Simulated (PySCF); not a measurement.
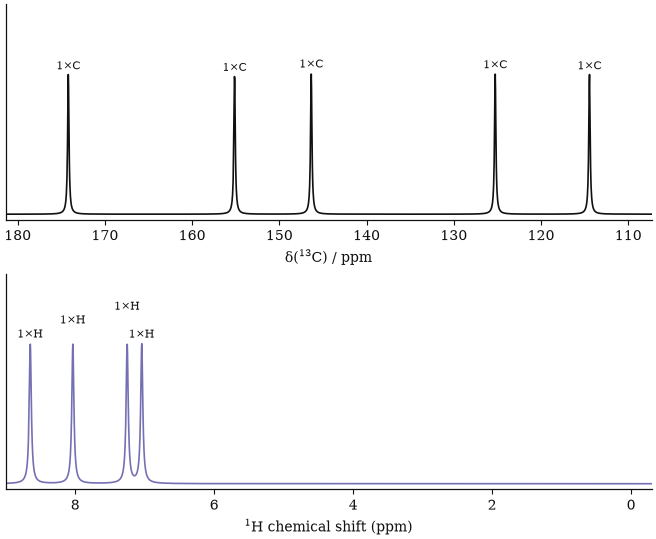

GIAO shifts, PBE0/pcSseg-1 with PySCF, at a GFN2-xTB geometry (no frequency check), against TMS for ¹³C and TMS for ¹H computed at the same level. Gas phase, fully decoupled, line heights follow the number of nuclei, widths are arbitrary (no quadrupolar broadening); values of one conformer, averaged over methyl-type rotors and exact or near symmetry.

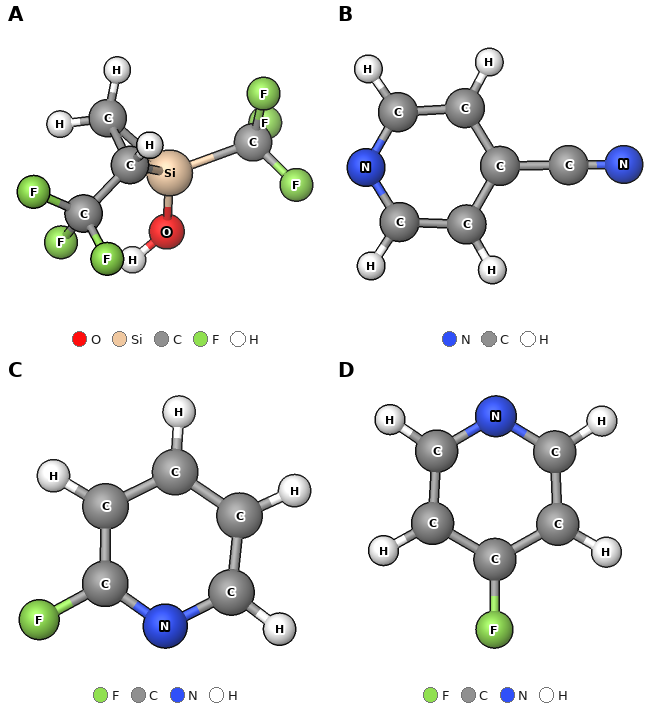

**Which molecule was computed? Choose among the lettered structures.**

Structure C, C₅H₄FN (2-fluoropyridine), SMILES Fc1ccccn1. Its ¹³C signals: 174.2 (1 C), 155.1 (1 C), 146.3 (1 C), 125.3 (1 C), 114.5 (1 C) ppm. Its ¹H signals: 8.65 (1 H), 8.03 (1 H), 7.25 (1 H), 7.04 (1 H) ppm.

Caveats: the tight-binding geometry is rougher than a DFT one and adds to the error.
